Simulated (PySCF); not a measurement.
**singlet InCl2O−: levels of theory compared**

Wanted: a comparison of 6 runs (BLYP/def2-SVPD, M06-2X/def2-SVPD, PBE0/def2-SVPD, TPSS/def2-SVPD, revPBE/def2-SVPD, SCS-MP2/def2-SVPD) of singlet InCl2O−. Input form: a Python script.

The results are computed with PySCF 2.14.0.

1 further run of the same task is left out (set aside as unsound or not needed).

**1. The system as given**

The species is InCl2O− (4 atoms), meant as a singlet with charge -1. As SMILES of the parent species, `[O][In]([Cl])[Cl]`. The coordinates come from a PBE0-D4/def2-TZVP relaxation. That shape belongs to the parent species and isn't relaxed for this state.

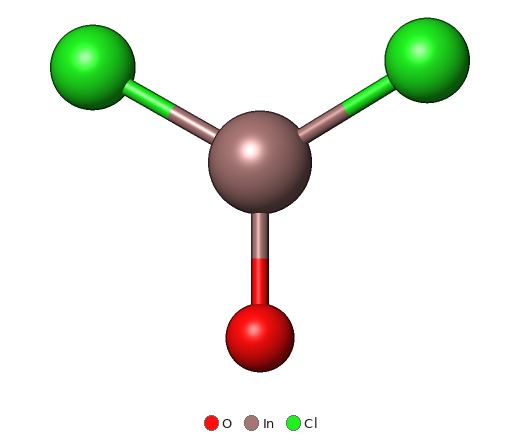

Viewed from a chosen angle; oxygen red, indium brown, chlorine green.

**2. The energy at BLYP/def2-SVPD (core potential) (run 1)**

Contents of run.py:

```python
from pyscf import gto, dft

system = gto.M(
    atom=[
    ('O', (0.606300, 1.014000, 1.667600)),
    ('In', (0.031700, 0.016000, 0.045400)),
    ('Cl', (0.741600, -2.145000, -0.248200)),
    ('Cl', (-1.324100, 1.054700, -1.485200)),
],
    basis='def2-svpd',
    max_memory=1860,
    ecp={'In': 'def2-svp'},
    verbose=3,
    charge=-1,
)

mf = dft.RKS(system, xc='blyp')
mf.conv_tol = 1e-10
mf.grids.level = 5
mf.kernel()
if not mf.converged:
    mf = mf.newton().run(mf.mo_coeff, mf.mo_occ)

e_final = mf.e_tot
print('E(%s) = %.9f' % ('BLYP', e_final))
```

Run with:

```bash
$ OMP_NUM_THREADS=1 python run.py
```

What it wrote:

```text
converged SCF energy = -1185.51201426692
E(BLYP) = -1185.512014267
```

Wall time 27 s (1 thread of Intel Xeon at 2.70GHz, shared host); peak memory 0.58 GiB.

**3. A single-point energy at M06-2X/def2-SVPD (core potential) (run 2)**

Contents of calc.py:

```python
from pyscf import gto, dft

molecule = gto.M(
    atom='''
O    0.606300   1.014000   1.667600
In   0.031700   0.016000   0.045400
Cl   0.741600  -2.145000  -0.248200
Cl  -1.324100   1.054700  -1.485200
''',
    charge=-1,
    basis='def2-svpd',
    max_memory=1860,
    verbose=3,
    ecp={'In': 'def2-svp'},
)

ks = dft.RKS(molecule, xc='m06-2x')
ks.conv_tol = 1e-10
ks.grids.level = 5
ks.kernel()
if not ks.converged:
    ks = ks.newton().run(ks.mo_coeff, ks.mo_occ)

etot = ks.e_tot
print(f'total energy: {etot:.8f} hartree')
```

Run with:

```bash
$ OMP_NUM_THREADS=1 python calc.py
```

What it wrote:

```text
converged SCF energy = -1185.44018185299
total energy: -1185.44018185 hartree
```

Wall time 36 s (1 thread of Intel Xeon at 2.70GHz, shared host); peak memory 0.59 GiB.

Run 3 isn't shown in full; the table further down has it.

**4. The energy at TPSS/def2-SVPD (core potential) (run 4)**

Contents of calc.py:

```python
from pyscf import gto, dft

molecule = gto.Mole()
molecule.atom = [
    ('O', (0.606300, 1.014000, 1.667600)),
    ('In', (0.031700, 0.016000, 0.045400)),
    ('Cl', (0.741600, -2.145000, -0.248200)),
    ('Cl', (-1.324100, 1.054700, -1.485200)),
]
molecule.max_memory = 1860
molecule.verbose = 3
molecule.charge = -1
molecule.spin = 0
molecule.basis = 'def2-svpd'
molecule.ecp = {'In': 'def2-svp'}
molecule.build()

ks = dft.RKS(molecule, xc='tpss')
ks.conv_tol = 1e-10
ks.grids.level = 5
ks.kernel()
if not ks.converged:
    ks = ks.newton().run(ks.mo_coeff, ks.mo_occ)

energy = ks.e_tot
print('Final energy', energy)
```

Run with:

```bash
$ OMP_NUM_THREADS=1 python calc.py
```

What it wrote:

```text
converged SCF energy = -1185.54248292808
Final energy -1185.5424829280844
```

Wall time 36 s (1 thread of Intel Xeon at 2.70GHz, shared host); peak memory 0.59 GiB.

Run 5 isn't shown in full; the table further down has it.

**5. A single-point energy at SCS-MP2/def2-SVPD (core potential) (run 6)**

Contents of run.py:

```python
from pyscf import gto, scf, mp

mol = gto.Mole()
mol.atom = '''
O      1.145741     1.916182     3.151307
In     0.059904     0.030236     0.085794
Cl     1.401421    -4.053463    -0.469030
Cl    -2.502186     1.993094    -2.806621
'''
mol.unit = 'bohr'
mol.basis = 'def2-svpd'
mol.ecp = {'In': 'def2-svp'}
mol.spin = 0
mol.verbose = 3
mol.charge = -1
mol.max_memory = 1860
mol.build()

mf = scf.RHF(mol)
mf.conv_tol = 1e-10
mf.kernel()
if not mf.converged:
    mf = mf.newton().run(mf.mo_coeff, mf.mo_occ)

pt = mp.MP2(mf, frozen=15).run()
etot = mf.e_tot + 1.2 * pt.e_corr_os + pt.e_corr_ss / 3
print(f'total energy: {etot:.8f} hartree')
```

Run with:

```bash
$ OMP_NUM_THREADS=1 python run.py
```

What it wrote:

```text
converged SCF energy = -1182.83618953017
E(RMP2) = -1183.45084645355  E_corr = -0.614656923385719
E(SCS-RMP2) = -1183.42254173361  E_corr = -0.586352203445594
total energy: -1183.42254173 hartree
```

It took 3.9 s on 1 thread of Intel Xeon at 2.70GHz, shared host; peak memory 0.32 GiB.

**6. Overview of the runs**

| run | level | integration grid | frozen core orbitals | energy (Eh) | HOMO energy (eV) | LUMO energy (eV) | HOMO–LUMO gap (eV) | wall time |
| --- | --- | --- | --- | --- | --- | --- | --- | --- |
| 1 | BLYP/def2-SVPD (core potential) | 5 | – | -1185.512014 | -0.12 | 1.54 | 1.66 | 27 s |
| 2 | M06-2X/def2-SVPD (core potential) | 5 | – | -1185.440182 | -2.98 | 2.77 | 5.74 | 36 s |
| 3 | PBE0/def2-SVPD (core potential) | 5 | – | -1185.179297 | -1.57 | 2.24 | 3.81 | 24 s |
| 4 | TPSS/def2-SVPD (core potential) | 5 | – | -1185.542483 | -0.24 | 1.64 | 1.88 | 36 s |
| 5 | revPBE/def2-SVPD (core potential) | 5 | – | -1185.425095 | -0.11 | 1.57 | 1.68 | 26 s |
| 6 | SCS-MP2/def2-SVPD (core potential) | – | 15 | -1183.422542 | -4.93 | 4.11 | 9.04 | 3.9 s |

**7. What came out**

| quantity | value |
| --- | --- |
| run 6: total energy | -1183.42254 Eh |
| run 6: HOMO energy (Hartree–Fock orbitals) | -4.93 eV |
| run 6: LUMO energy (Hartree–Fock orbitals) | 4.11 eV |
| run 6: HOMO–LUMO gap (to an unbound level, set by the basis) | 9.04 eV |
| run 6: correlation energy (15 core orbitals frozen) | -586.4 mEh |

**Reading.** Over runs 1, 2, 3, 4, 5 the HOMO–LUMO gap runs from 1.66 eV (BLYP/def2-SVPD) to 5.74 eV (M06-2X/def2-SVPD). The empty levels of an anion lie above zero and hang on the basis. Totals of different functionals can't be ranked against each other. All runs together took 2.5 min, the longest 36 s.
